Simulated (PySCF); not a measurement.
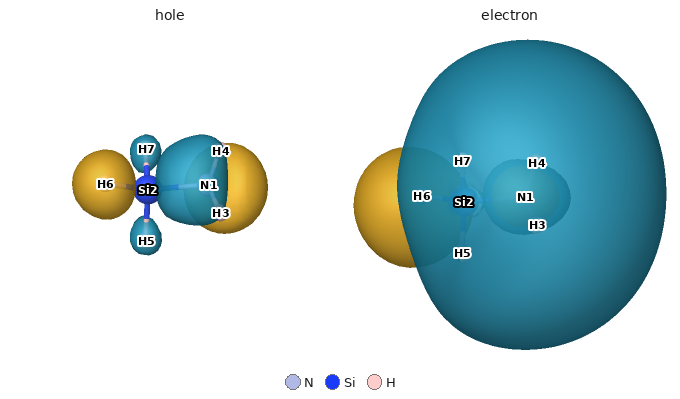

Figure 1: H5NSi, SMILES `N[SiH3]`. Leading natural transition orbital pair of S₁ (TDA singlet states); the surfaces enclose about 85 % of each orbital's density.

Method: CAM-B3LYP/aug-cc-pVDZ; geometry: GFN2-xTB; program: PySCF. No frequency check shows the geometry to be a minimum.

Input script:

```python
import numpy as np
from pyscf import gto, scf, dft, tdscf
from pyscf.scf import atom_ks, atom_hf
from scipy.linalg import block_diag

def solve(mol, dm0=None, hcore=None):
    mf = (dft.UKS if mol.spin else dft.RKS)(mol, xc='camb3lyp')
    mf.grids.level = 3
    mf = mf.density_fit(auxbasis='def2-universal-jkfit')
    mf.conv_tol, mf.max_cycle = 1e-8, 80
    if hcore is not None:
        mf.get_hcore = lambda *args: hcore
    mf.kernel(dm0)
    if not mf.converged:
        mf = mf.newton().run(mf.mo_coeff, mf.mo_occ, max_cycle=30)
    assert mf.converged, 'SCF not converged'
    return mf

mol = gto.M(atom='''
N     -1.14068     0.00027     0.06824
Si     0.58077     0.00045    -0.00224
H     -1.63654    -0.82465    -0.22978
H     -1.63749     0.82023    -0.24043
H      0.98684    -1.21489     0.69846
H      1.15578    -0.01441    -1.35724
H      0.98542     1.22552     0.68265
''', basis='aug-cc-pvdz', charge=0, spin=0, verbose=4)
mf = solve(mol)
td = mf.TDA()
td.nstates, td.singlet, td.conv_tol = 5, True, 1e-5
td.kernel()
td.analyze()
x, y = np.array([p[0] for p in td.xy]), np.array([p[1] + 0 * p[0] for p in td.xy])
f, mu = td.oscillator_strength(), td.transition_dipole()
nto = [td.get_nto(state=i + 1, verbose=4) for i in range(len(td.e))]
# spherically averaged free atoms, for the promolecule
atm = atom_ks.get_atm_nrks(mol, xc='camb3lyp')
pro = block_diag(*[(atm[a[0]][2] * atm[a[0]][3]) @ atm[a[0]][2].T for a in mol._atom])
np.savez('result.npz', e=td.e, f=f, ok=td.converged, w=[n[0] for n in nto], nto=[n[1] for n in nto], x=x, y=y, c=mf.mo_coeff, occ=mf.mo_occ, eps=mf.mo_energy, pro=pro, mu=mu)
```

Launched as:

```sh
OMP_NUM_THREADS=1 python input.py
```

The run took 110 s on 1 thread of Intel(R) Xeon(R) Platinum 8488C (Sapphire Rapids) (shared host), peak memory 0.51 GiB.

### Give its energy and the atoms that hole and electron lie on.

5.84 eV (212 nm), f = 0.024, diffuse (Rydberg-like) orbital; the leading pair carries 99 %; hole on N1 (63 %), Si2 (13 %) and H6 (9 %), electron on Si2 (28 %), H3 and H4 (21 % each) and N1 (16 %) (atom shares of so diffuse an orbital are rough); their centroids lie 0.6 Å apart. In canonical orbitals it is mainly HOMO → LUMO (89 %). The HOMO–LUMO gap is 8.98 eV.
